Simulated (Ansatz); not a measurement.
System: KVPd.

Input

```
crystal:
  lattice:
    - [4.7778393596, 0.0, 0.0]
    - [0.0, 4.7778393596, 0.0]
    - [0.0, 0.0, 7.8805200197]
  atoms:
    - { symbol: K, position: [0.5, 0.0, 0.6652158276] }
    - { symbol: K, position: [0.0, 0.5, 0.3347841724] }
    - { symbol: V, position: [0.5, 0.0, 0.1074543578], spin: 2.43 }
    - { symbol: V, position: [0.0, 0.5, 0.8925456422], spin: 2.43 }
    - { symbol: Pd, position: [0.0, 0.0, 0.0] }
    - { symbol: Pd, position: [0.5, 0.5, 0.0] }
basis:
  ecutwfc: 420
kpoints:
  mp_grid: { grid: [8, 8, 6] }
hamiltonian:
  xc: pbe
scf:
  occupations: { method: gaussian, width: 0.1 }
output:
  forces: true
  stress: true
  eigenvalues: true
  populations: true
  write_density: true
  write_potential: true
  elf: true
  volumetric_format: npy
magnetization:
  spin_polarized: true
relax:
  adjacent_minimum: "off"
  f_tol: 0.01
  max_steps: 80
  cell: { stress_tol: 0.05 }
```

Command:

```sh
ansatz run input.yaml --threads 1 --pin off --max-ram 2560MiB --backend cpu --events-out ev --progress --plain --runs-dir out
```

Below, planes, directions and counts refer to the conventional cell (a = 4.77 Å, b = 4.77 Å, c = 7.88 Å, α = 90.00°, β = 90.00°, γ = 90.00°).

Space group P4/nmm; started from the matlockite_129 prototype, which need not be the ambient phase; the SCF solution may not be the lowest one; the program warned that another magnetic order may lie lower; spin-polarised.

Level of theory: DFT PBE, scalar-relativistic, plane waves, PAW in Ansatz 0.2.0.

What will maps of the valence pseudo-density, electron localisation function and spin density show?

Answer. V–Pd (2.54 Å): ρ at the midpoint is about 0.39 e/Å³; the ELF is about 0.30 at the midpoint (no shared electron pair shows on this line).
K–V (3.51 Å): ρ is about 0.06 e/Å³ halfway; the ELF is about 0.10 at the midpoint: no localised pair shows between them.
K–Pd (3.56 Å): ρ at the midpoint is about 0.07 e/Å³, with its minimum of 0.06 e/Å³ about 1.6 Å from K; the ELF is about 0.10 at the midpoint; no shared electron pair shows on this line.
The spin density sits on V: +2.3 μB (×2) in one cell of 6 atoms: parallel main moments (a ferromagnetic arrangement) in this solution. The cell of the calculation (6 atoms) carries 6.2 μB of net spin moment.

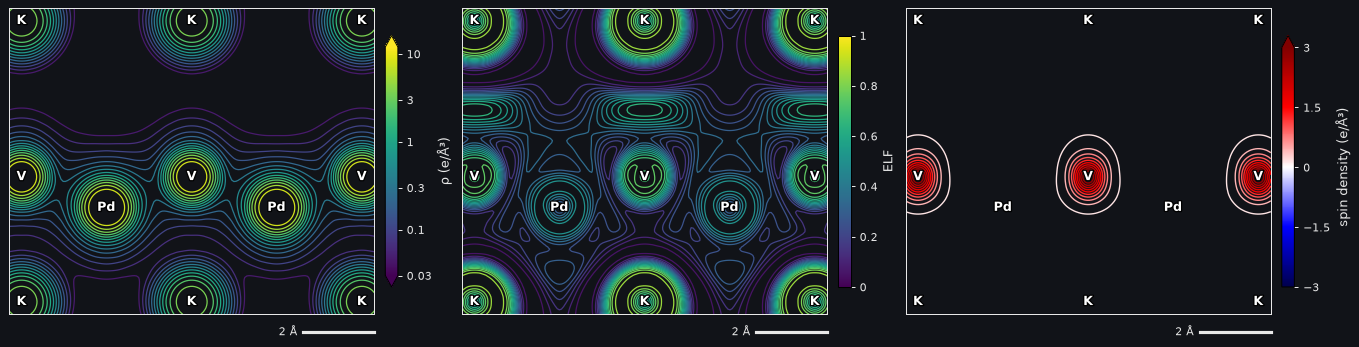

Computed valence pseudo-density, electron localisation function and spin density on the (100) plane of the conventional cell, in this order. 

Core electrons are frozen (PAW), and the valence fields are smoothed inside the atomic spheres.
